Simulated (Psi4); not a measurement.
**SiNH5 (SMILES [SiH3]N) at M06-L/def2-TZVP**

What is the energy change on altering one bond length of SiNH5 at M06-L/def2-TZVP? 

The calculation is run with Psi4 1.11.

4 further runs of the same task are left out: 3 that didn't finish, 1 set aside as unsound or not needed.

## (1) The structure to begin with

SiNH5: 7 atoms, total charge 0, spin state singlet. As SMILES, `[SiH3]N`. Geometry: relaxed at PBE0-D4/def2-TZVP.

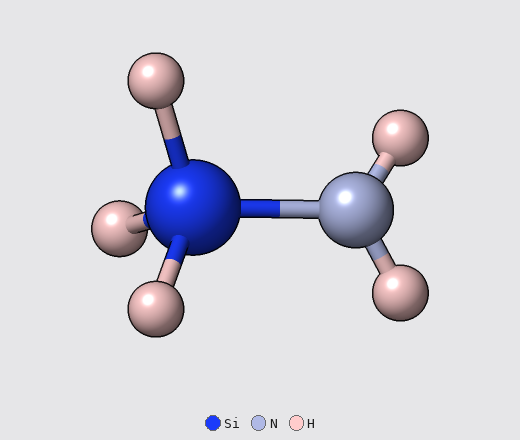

Viewed from a chosen angle; silicon blue, nitrogen light blue, hydrogen pink.

## (2) A single-point energy at M06-L/def2-TZVP

job.dat

```
memory 2.2 GB

molecule {
  0 1
  Si    -0.413010    -0.292700    -0.422350
  N      0.611760     0.348670     0.801280
  H     -0.018320    -1.706330    -0.653330
  H     -1.813170    -0.217090     0.068940
  H     -0.367930     0.402730    -1.743970
  H      0.391580     1.238230     1.219480
  H      1.609100     0.226510     0.729930
  symmetry c1
}

set {
  basis def2-TZVP
  reference rks
  puream true
  e_convergence 1e-09
  d_convergence 1e-08
  scf_type pk
  dft_radial_points 99
  dft_spherical_points 590
}

energy_value, wavefunction = energy('m06-l', return_wfn=True)
oeprop(wavefunction, 'DIPOLE', 'WIBERG_LOWDIN_INDICES', 'MULLIKEN_CHARGES')
```

On the command line:

```
psi4 -i job.dat -o job.out -n 1
```

job.out:

```text
[...]
  Running in c1 symmetry.
[...]
  Nuclear repulsion =   64.839844758789525
[...]
  Multiplicity = 1
[...]
  Nalpha       = 13
  Nbeta        = 13
[...]
    Number of basis functions: 98
[...]
   @RKS iter   1:  -346.97695145956533   -1.90368e-01   9.00461e-03 DIIS/ADIIS
[...]
   @RKS iter  12:  -347.29165819466033   -2.84217e-13   3.38465e-09 DIIS
[...]
    Orbital Energies [Eh]
    ---------------------
    Doubly Occupied:
       1A    -65.817036     2A    -14.151381     3A     -5.234303
       4A     -3.543639     5A     -3.543091     6A     -3.542544
       7A     -0.819238     8A     -0.499055     9A     -0.455876
      10A     -0.366618    11A     -0.316914    12A     -0.309304
      13A     -0.229657
[...]
  @RKS Final Energy:  -347.29165819466033
   => Energetics <=
    Nuclear Repulsion Energy =             64.8398447587895248
    One-Electron Energy =                -607.6328329237442176
    Two-Electron Energy =                 225.2622364140364084
    DFT Exchange-Correlation Energy =     -29.7609064437420052
    Empirical Dispersion Energy =           0.0000000000000000
    VV10 Nonlocal Energy =                  0.0000000000000000
    Total Energy =                       -347.2916581946603287
[...]
 Multipole Moments:
 ------------------------------------------------------------------------------------
     Multipole            Electronic (a.u.)      Nuclear  (a.u.)        Total (a.u.)
 ------------------------------------------------------------------------------------
 L = 1.  Multiply by 2.5417464519 to convert [e a0] to [Debye]
 Dipole X            :          0.2466023            0.1220526            0.3686549
 Dipole Y            :          0.1055607            0.2767427            0.3823034
 Dipole Z            :          0.3957618           -0.2689404            0.1268214
 Magnitude           :                                                    0.5460274
[...]
  Mulliken Charges: (a.u.)
   Center  Symbol    Alpha    Beta     Spin     Total
       1    SI     6.74678  6.74678  0.00000  0.50644
       2     N     3.80785  3.80785  0.00000 -0.61570
       3     H     0.54590  0.54590  0.00000 -0.09180
       4     H     0.54591  0.54591  0.00000 -0.09181
       5     H     0.55502  0.55502  0.00000 -0.11003
       6     H     0.39928  0.39928  0.00000  0.20144
       7     H     0.39927  0.39927  0.00000  0.20145
   Total alpha = 13.00000, Total beta = 13.00000, Total charge =  0.00000
  Wiberg Bond Indices using Orthogonal Lowdin Orbitals:
[...]
```

Wall time 95 s (1 thread of Intel Xeon at 2.50GHz (Skylake/Cascade Lake), shared host); peak memory 1.2 GiB.

## (3) The distorted shape: energy and gradient at M06-L/def2-TZVP

calc.dat

```
memory 2200 mb

molecule {
  Si    -0.44760053    -1.89799179    -1.43037528
  N      1.48893411    -0.68597814     0.88195030
  H      0.29825547    -4.56936533    -1.86686422
  H     -3.09351946    -1.75510959    -0.50197173
  H     -0.36241168    -0.58381955    -3.92787512
  H      0.73997896     2.33991558     2.30448321
  H      3.37363356    -0.91682709     0.74711834
  units au
  symmetry c1
}

set basis def2-TZVP
set puream true
set e_convergence 1e-09
set d_convergence 1e-08
set scf_type pk
set dft_radial_points 99
set dft_spherical_points 590

e, wfn = gradient("m06-l", return_wfn=True)
```

On the command line:

```
psi4 -i calc.dat -o calc.out -n 1
```

calc.out:

```text
[...]
  Running in c1 symmetry.
[...]
  Nuclear repulsion =   62.354015041287226
[...]
  Multiplicity = 1
[...]
  Nalpha       = 13
  Nbeta        = 13
[...]
    Number of basis functions: 98
[...]
   @RKS iter   1:  -346.63767669580238   -5.09557e-02   1.01348e-02 ADIIS/DIIS
[...]
   @RKS iter  13:  -347.14867983288269   -5.11591e-12   4.08489e-09 DIIS
[...]
    Orbital Energies [Eh]
    ---------------------
    Doubly Occupied:
       1A    -65.821197     2A    -14.187620     3A     -5.238311
       4A     -3.547903     5A     -3.546959     6A     -3.546468
       7A     -0.782654     8A     -0.496587     9A     -0.395745
      10A     -0.337961    11A     -0.316919    12A     -0.301709
      13A     -0.225276
[...]
  @RKS Final Energy:  -347.14867983288269
   => Energetics <=
    Nuclear Repulsion Energy =             62.3540150412872265
    One-Electron Energy =                -602.6614895334491848
    Two-Electron Energy =                 222.7244898357726584
    DFT Exchange-Correlation Energy =     -29.5656951764933460
    Empirical Dispersion Energy =           0.0000000000000000
    VV10 Nonlocal Energy =                  0.0000000000000000
    Total Energy =                       -347.1486798328826922
[...]
 Multipole Moments:
 ------------------------------------------------------------------------------------
     Multipole            Electronic (a.u.)      Nuclear  (a.u.)        Total (a.u.)
 ------------------------------------------------------------------------------------
 L = 1.  Multiply by 2.5417464519 to convert [e a0] to [Debye]
 Dipole X            :          0.3509976           -0.0253135            0.3256840
 Dipole Y            :         -0.5637865            0.8721250            0.3083385
 Dipole Z            :          0.0516019            0.0109606            0.0625624
 Magnitude           :                                                    0.4528319
[...]
  -Total Gradient:
     Atom            X                  Y                   Z
    ------   -----------------  -----------------  -----------------
       1        0.010121767571    -0.014195223882     0.004016884466
       2        0.021724598107    -0.044567037431    -0.036704680212
       3       -0.002330306364    -0.002603432726    -0.003170346749
       4       -0.004077484408     0.001300041409     0.001687521300
       5        0.000634351482     0.002963707336    -0.002484360560
       6       -0.021298052751     0.071647943936     0.040147015814
       7       -0.004911079469    -0.014646746801    -0.003624479372
[...]
```

It took 1.9 min on 1 thread of Intel Xeon at 2.50GHz (Skylake/Cascade Lake), shared host; peak memory 1.2 GiB.

## (4) Summary of results

Level: M06-L/def2-TZVP.

| quantity | value |
| --- | --- |
| first shape: total energy | -347.29166 Eh |
| first shape: dipole moment | 1.39 D |
| first shape: HOMO energy | -6.25 eV |
| first shape: LUMO energy | 0.34 eV |
| first shape: HOMO–LUMO gap | 6.59 eV |
| distorted shape: total energy | -347.14868 Eh |
| distorted shape: dipole moment | 1.15 D |
| distorted shape: HOMO energy | -6.13 eV |
| distorted shape: LUMO energy | -3.88 eV |
| distorted shape: HOMO–LUMO gap | 2.25 eV |
| distorted shape: largest force on an atom | 4.363 eV/Å |
| energy change with the N2–H6 bond stretched from 1.007 to 1.813 Å | 3.891 eV |

**Reading.** One bond (distorted shape) is far stretched, which a spin-restricted single reference describes badly; a broken-symmetry solution may lie lower. With the N2–H6 bond stretched from 1.007 to 1.813 Å the energy rises by 3.89 eV (90 kcal/mol). The first shape isn't relaxed at this level, so the change isn't measured from a minimum. A restricted reference can't describe the breaking bond well at this length.
